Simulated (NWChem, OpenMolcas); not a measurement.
# Si2H6 (disilane): the HOMO–LUMO gap, rung by rung

The species is Si2H6 (8 atoms), meant as a singlet with charge 0. As SMILES, `[SiH3][SiH3]`. Geometry: relaxed at PBE0-D4/def2-TZVP.

Quantity: the HOMO–LUMO gap, in eV. The values are calculated.

```csv
level,kind,program,value (eV)
BLYP/aug-cc-pVDZ,GGA,NWChem,6.52
PBE/aug-cc-pVDZ,GGA,OpenMolcas,6.65
revPBE/aug-cc-pVDZ,GGA,NWChem,6.63
TPSS/aug-cc-pVDZ,meta-GGA,NWChem,6.99
B3LYP/aug-cc-pVDZ,global hybrid,OpenMolcas,7.86
BHLYP/aug-cc-pVDZ,global hybrid,NWChem,9.63
M06-2X/aug-cc-pVDZ,hybrid meta-GGA,NWChem,9.35
wB97X/aug-cc-pVDZ,range-separated hybrid,NWChem,11.85
```

The values span 6.52 to 11.85 eV. Orbital gaps aren't excitation energies; they tend to grow with the share of exact exchange.

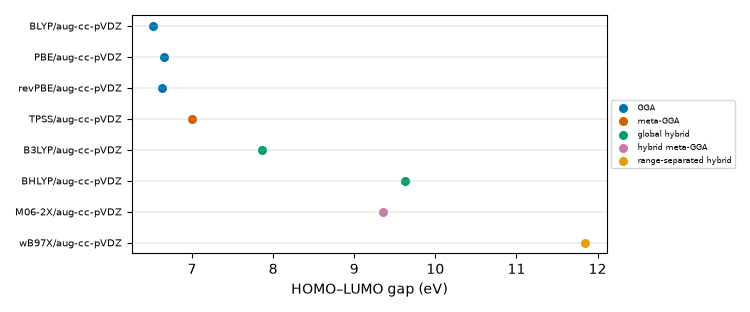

The values of the table, level by level.
